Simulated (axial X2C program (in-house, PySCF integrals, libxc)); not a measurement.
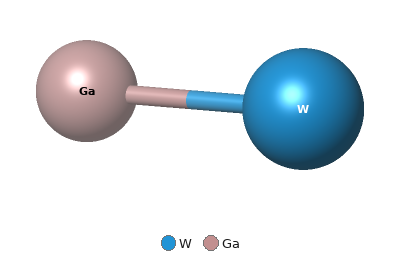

**Figure 1.** The molecule at the reference distance of 2.628 Å.

Relativistic diatomic calculation for WGa

WGa, single determinant with Ω = 5/2. Level asked for: BHandHLYP, two-component X2C with atomic mean-field Coulomb and Gaunt terms, W dyall-cv3z, Ga dyall-cv3z (cores contracted) (axial X2C program (in-house, PySCF integrals, libxc)).

**Input file**
```
{"zs": [74, 31], "q": 0, "bas": ["dyall-cv3z", "dyall-cv3z"], "levels": ["PBE0", "HF", "BHandHLYP"], "cc": true, "r0": 2.61, "thr": -1.0, "nmax": 90, "npts": 10, "nst": 2, "ntry": 6}
```

The line is the task of a batch: nuclear charges, charge, bases, the levels to run, a first guess of the distance and further settings. This report covers BHandHLYP with spin-orbit coupling. The log is that of the reference distance 2.628 Å.

Launched within a batch (the task file carries these settings):
```bash
python <driver script> task.json out
```

**Log**
```
two-component X2C + atomic mean field  BHandHLYP
basis functions 293  fitting functions 1517  grid points 5801
iter        total energy     max residual
   1     -18085.529781326     3.62e-01
   2     -18085.535033008     1.11e-02
   3     -18085.535329363     9.89e-02
   4     -18085.536244466     8.69e-03
   5     -18085.536298280     1.30e-02
   6     -18085.536433378     4.55e-03
   7     -18085.536494053     6.22e-04
   8     -18085.536511548     7.86e-04
   9     -18085.536518939     5.12e-04
  10     -18085.536521986     9.56e-05
  11     -18085.536522791     1.76e-04
  12     -18085.536523094     8.05e-05
  13     -18085.536523259     4.35e-05
  14     -18085.536523312     2.29e-05
  15     -18085.536523320     6.28e-06
converged
one-electron -25769.28390181  Coulomb 7641.14626490  exact exchange -198.93975382  xc functional -205.73031257  nuclear repulsion 461.92257300  atomic mean-field constant -14.65139302
```

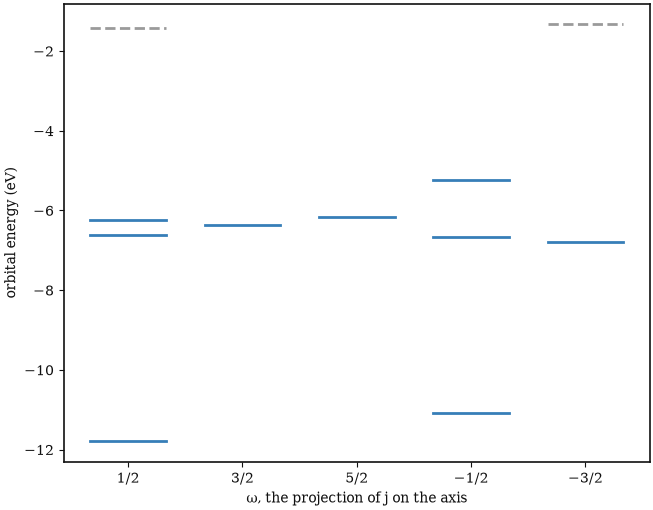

**Figure 2.** Orbital energies near the frontier at 2.63 Å, filled (solid) and empty (dashed). The highest filled spinor (−1/2; 47 % Ga p, 40 % W s) lies at −5.23 eV, the lowest empty one (1/2; 64 % Ga p, 17 % W d) at −1.43 eV.

**What the run reported**

- outcome: not converged in a step after the SCF shown
- hardware: 1 thread of AMD EPYC (Zen 3), 24 GiB of memory available, shared host
- wall time: 13 s
- peak memory: 0.75 GiB

**What went wrong**

The SCF whose log is shown converged, but a later step did not. The run therefore gave no full result.
